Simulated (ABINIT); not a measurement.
# GaP (F-43m): G0W0 in ABINIT against the screening cutoff in the self-energy, part 2 of 2

Aim: move the screening cutoff in the self-energy of a G0W0 run on GaP (F-43m) over a wide range.

ABINIT 10.8.3; PBE and many-body steps on it, plane waves. Known limits of the many-body steps: not at the basis limit; exchange with frozen shells missing; no spin-orbit coupling; coarse k mesh.

So far. Step 5 (3.5 Ha): The gap on the mesh goes from 1.65 eV to 2.01 eV, a correction of +0.36 eV. Step 6 (5 Ha): Against the run before, the gap moves by +0.118 eV.

### Step 7. 7.5 Ha

Level of this step: G0W0 on PBE, plane waves, norm-conserving pseudopotentials (ABINIT).

Input file run.abi:

```
acell 3*1.0 Angstrom
rprim 
  0.000000000000 2.725250000000 2.725250000000
  2.725250000000 0.000000000000 2.725250000000
  2.725250000000 2.725250000000 0.000000000000
ntypat 2
znucl 31 15
natom 2
typat 1 2
xred 
  0.000000000000 0.000000000000 0.000000000000
  0.250000000000 0.250000000000 0.250000000000
pp_dirpath "pseudos"
pseudos "Ga.upf, P.upf"
ecut 36
ngkpt 4 4 4
nshiftk 1
shiftk 0 0 0
kptopt 1
chksymbreak 0
istwfk *1
occopt 1
irdwfk 1
optdriver 4
nband 268
gwcalctyp 0
ecutsigx 36
symsigma 1
nkptgw 2
kptgw 
  0.0000000000 0.0000000000 0.0000000000
  0.5000000000 0.5000000000 0.0000000000
bdgw 
  7 13
  8 11
ecuteps 7.5
irdscr 1
ppmodel 1
indata_prefix "in"
outdata_prefix "out"
tmpdata_prefix "tmp"
```

Launch:

```bash
> OMP_NUM_THREADS=1 mpirun -n 8 abinit run.abi > log
```

Log:

```text
.Version 10.8.3 of ABINIT. v10.8.2 released Aug 2026.

 Symmetries : space group F-4 3 m (#216); Bravais cF (face-center cubic)
[... echo of the input left out ...]
== DATASET  1 ==================================================================
-   mpi_nproc: 8, omp_nthreads: 1 (-1 if OMP is not activated)

--- !DatasetInfo
iteration_state: {dtset: 1, }
dimensions: {natom: 2, nkpt: 8, mband: 268, nsppol: 1, nspinor: 1, nspden: 1, mpw: 2832, }
cutoff_energies: {ecut:  36.0, pawecutdg:  -1.0, }
[...]
Band     E0 <VxcDFT>   SigX SigC(E0)      Z dSigC/dE  Sig(E)    E-E0       E
[...]
10   6.010  -9.355  -5.501  -3.982   0.807  -0.240  -9.458  -0.103   5.906
       11   6.179 -10.511  -6.390  -4.128   0.799  -0.252 -10.516  -0.006   6.174

== END DATASET(S) ==============================================================
================================================================================

 -outvars: echo values of variables after computation  --------
           etotal      0.0000000000E+00
            nband         268
             nkpt           8
          spgroup         216
 [... the other variables as echoed above ...]

 Calculation completed.
```

It took 14 s on 8 MPI ranks of Intel Xeon Platinum 8488C (Sapphire Rapids), shared host; peak memory 2 GiB; 1.9 min of CPU time.

Numbers from this step:

| Item | Value |
| --- | --- |
| G0W0 gap on the points computed | 2.186 eV |
| starting gap on the mesh | 1.653 eV |
| k of the valence top | 0, 0, 0 |
| k of the conduction bottom | 0.5, 0.5, 0 |
| least direct G0W0 gap on the computed points | 2.329 eV |

Against the run before, the gap moves by +0.056 eV.

### Step 8. 10 Ha

run.abi: that of step 7 with these lines changed.

```diff
@@ -35,3 +35,3 @@
   8 11
-ecuteps 7.5
+ecuteps 10
 irdscr 1
```

Log:

```text
.Version 10.8.3 of ABINIT. v10.8.2 released Aug 2026.

 Symmetries : space group F-4 3 m (#216); Bravais cF (face-center cubic)
[... echo of the input left out ...]
== DATASET  1 ==================================================================
-   mpi_nproc: 8, omp_nthreads: 1 (-1 if OMP is not activated)

--- !DatasetInfo
iteration_state: {dtset: 1, }
dimensions: {natom: 2, nkpt: 8, mband: 268, nsppol: 1, nspinor: 1, nspden: 1, mpw: 2832, }
cutoff_energies: {ecut:  36.0, pawecutdg:  -1.0, }
[...]
Band     E0 <VxcDFT>   SigX SigC(E0)      Z dSigC/dE  Sig(E)    E-E0       E
[...]
10   6.010  -9.355  -5.501  -3.983   0.807  -0.240  -9.459  -0.104   5.906
       11   6.179 -10.511  -6.390  -4.129   0.799  -0.252 -10.517  -0.007   6.173

== END DATASET(S) ==============================================================
================================================================================

 -outvars: echo values of variables after computation  --------
           etotal      0.0000000000E+00
            nband         268
             nkpt           8
          spgroup         216
 [... the other variables as echoed above ...]

 Calculation completed.
```

Run time: 26 s. Hardware: 8 MPI ranks; peak memory 2.4 GiB; 3.4 min of CPU time.

Numbers from this step:

```yaml
g0w0_gap_on_the_points_computed: 2.194 eV
starting_gap_on_the_mesh: 1.653 eV
k_of_the_valence_top: 0, 0, 0
k_of_the_conduction_bottom: 0.5, 0.5, 0
least_direct_g0w0_gap_on_the_computed_points: 2.330 eV
```

Against the run before, the gap moves by +0.008 eV.

### Step 9. Side by side

Times are wall times on 8 MPI ranks of Intel Xeon Platinum 8488C (Sapphire Rapids), shared host, good to a factor of about two. A run's time includes the screening step that it read.

| run | mesh | bands | screening cutoff (eV) | DFT gap (eV) | gap on the mesh (eV) | direct (eV) | ε∞ used | time |
| --- | --- | --- | --- | --- | --- | --- | --- | --- |
| 1 Ha | 4×4×4 | 268 | 27.2 | 1.653 | 1.703 | 2.227 | 18.10 | 39 s |
| 2 Ha | 4×4×4 | 268 | 54.4 | 1.653 | 1.782 | 2.273 | 18.10 | 39 s |
| 3.5 Ha | 4×4×4 | 268 | 95.2 | 1.653 | 2.012 | 2.330 | 18.10 | 40 s |
| 5 Ha | 4×4×4 | 268 | 136.1 | 1.653 | 2.130 | 2.322 | 18.10 | 42 s |
| 7.5 Ha | 4×4×4 | 268 | 204.1 | 1.653 | 2.186 | 2.329 | 18.10 | 50 s |
| 10 Ha | 4×4×4 | 268 | 272.1 | 1.653 | 2.194 | 2.330 | 18.10 | 62 s |

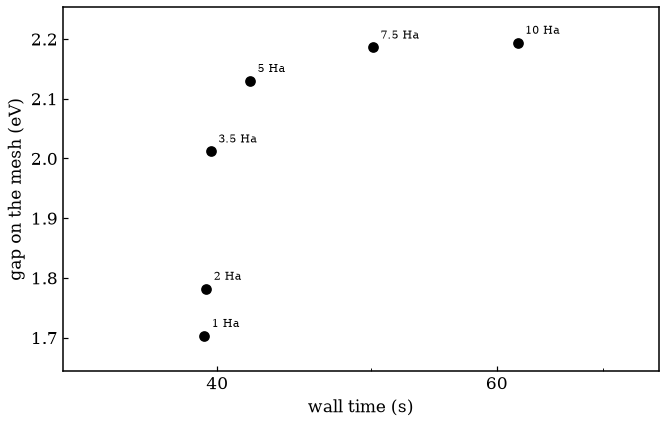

Result against wall time.

### Step 10. Outcome

```
1 Ha         : 1.703 eV
2 Ha         : 1.782 eV
3.5 Ha       : 2.012 eV
5 Ha         : 2.130 eV
7.5 Ha       : 2.186 eV
10 Ha        : 2.194 eV
known limits : not at the basis limit; exchange with frozen shells missing; no spin-orbit coupling; coarse k mesh
```

In words: The setting moved: screening cutoff in the self-energy. From 1 Ha to 10 Ha the gap moves by +0.49 eV. It holds to 0.03 eV from 7.5 Ha on. Bands and screening cutoff are coupled, so a series along one setting does not show full convergence. Bands and cutoff are finite, so the gap is not at the basis limit. The miss can reach some tenths of an eV and take either sign; the mesh is an error of its own. In the G0W0 runs levels were corrected at 2 k points alone, so a gap called «on the mesh» is the least over those, and an edge elsewhere would be missed. The 4×4×4 mesh is coarse for this cell, which bears on the long-range parts of exchange and screening. The norm-conserving file of at least one element keeps a d shell over frozen s and p shells of the same row. Exchange with those shells is missing from the self-energy, an error of 0.3 to 0.9 eV in cases checked, whose sign depends on which edge lies on those atoms. The many-body steps are scalar-relativistic: spin-orbit coupling is not in them.

[Paths, hosts, dates, memory and timing lines, banners, echoed tables and standing remarks are left out of the program output.]

[Logs are printed without paths, hosts, clocks, repeated set-up lines and the standing remarks that a program may print on its own settings, such as how far it seeks lower states.]

[Runs of the session that timed out or met a known fault of the program may be left out.]

[Hosts, paths, dates, database ids (printed as entryN), source tags and the programs' standing remarks are cut or masked in the printed files.]

[G0W0 gaps are taken among the corrected bands and points alone; a level outside them can change the order at an edge.]

[Where Ansatz stands beside ABINIT at settings called matched, ABINIT's density can come from a denser mesh and the files from another edition; pairs whose starting gaps differed by over 0.03 eV were left out, so agreement reads better than it is.]
